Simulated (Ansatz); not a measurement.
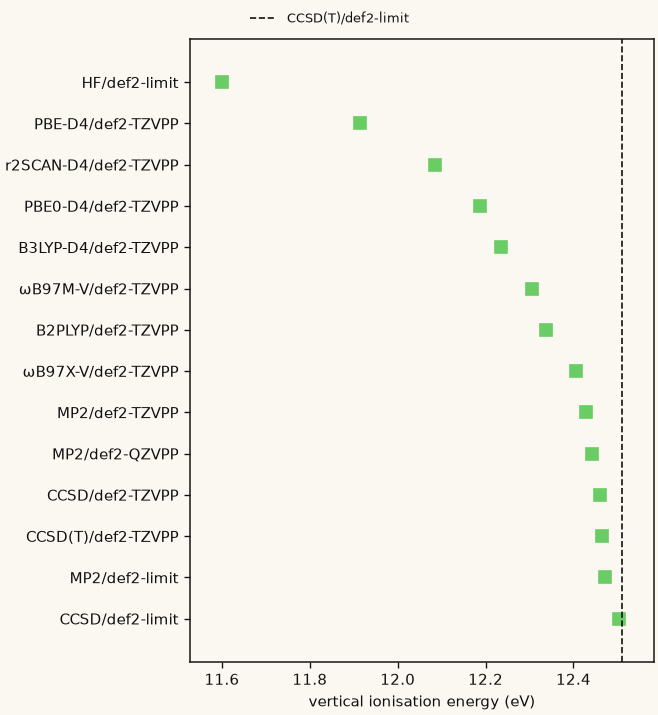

Vertical ionisation energy of GeH₄, SMILES [GeH4], singlet, taken as the energy of the cation less that of the neutral at fixed geometry (unrestricted doublet cation, cores frozen in correlated methods, no spin-orbit coupling), the Ansatz code 0.2.0, at a PBE0-D4/def2-TZVP geometry (a minimum by its frequencies). Limit means an estimate of the basis limit from triple and quadruple zeta; for coupled cluster it is either extrapolated directly or built as the MP2 limit plus the step from MP2 in triple zeta. B2PLYP/def2-TZVPP holds a correlation term that converges slowly with the basis, so part of the distance to the limit is basis error. The distance of MP2/def2-TZVPP, MP2/def2-QZVPP, CCSD/def2-TZVPP and CCSD(T)/def2-TZVPP to the limit includes basis error.

### Which level comes closest to the line (CCSD(T)/def2-limit), and which misses most?

Closest CCSD/def2-limit (12.50 eV), against 12.51 eV; farthest HF/def2-limit (11.60 eV).

### Give the values.

| level | eV | less CCSD(T)/def2-limit |
| --- | --- | --- |
| HF/def2-limit | 11.60 | −0.91 |
| PBE-D4/def2-TZVPP | 11.91 | −0.60 |
| r2SCAN-D4/def2-TZVPP | 12.08 | −0.43 |
| PBE0-D4/def2-TZVPP | 12.19 | −0.32 |
| B3LYP-D4/def2-TZVPP | 12.23 | −0.27 |
| ωB97M-V/def2-TZVPP | 12.31 | −0.20 |
| B2PLYP/def2-TZVPP | 12.34 | −0.17 |
| ωB97X-V/def2-TZVPP | 12.41 | −0.10 |
| MP2/def2-TZVPP | 12.43 | −0.08 |
| MP2/def2-QZVPP | 12.44 | −0.07 |
| CCSD/def2-TZVPP | 12.46 | −0.05 |
| CCSD(T)/def2-TZVPP | 12.47 | −0.04 |
| MP2/def2-limit | 12.47 | −0.04 |
| CCSD/def2-limit | 12.50 | 0.00 |
| CCSD(T)/def2-limit | 12.51 | 0.00 |

Caveats, for all or some of the runs: no scalar relativity up to krypton; outer-core shells are correlated without core-valence functions, which makes the correlated values less sure.
